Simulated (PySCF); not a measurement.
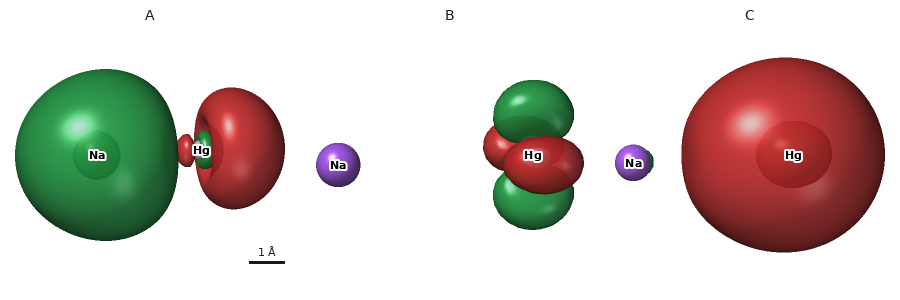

NaHg (charge +1). Three frontier orbitals, each drawn at the value that holds 80 % of its norm (green and red are the two phases), in no order; of a degenerate pair one member is drawn.

Core potentials replace the inner electrons of Hg.

These are results of PBE0/cc-pVDZ(-PP), non-relativistic Hamiltonian with scalar-relativistic core potentials where named, at a bond length of 3.084 Å (PySCF), not measurements.

> Label each orbital by symmetry, say whether it is occupied, and order them by energy.

Orbital B: δ, occupied, −16.54 eV; almost wholly on Hg.
Orbital C: σ, occupied, −12.39 eV; mainly on Hg (90 %).
Orbital A: σ, empty, −6.35 eV; shared between the atoms (Na 65 %, Hg 35 %).
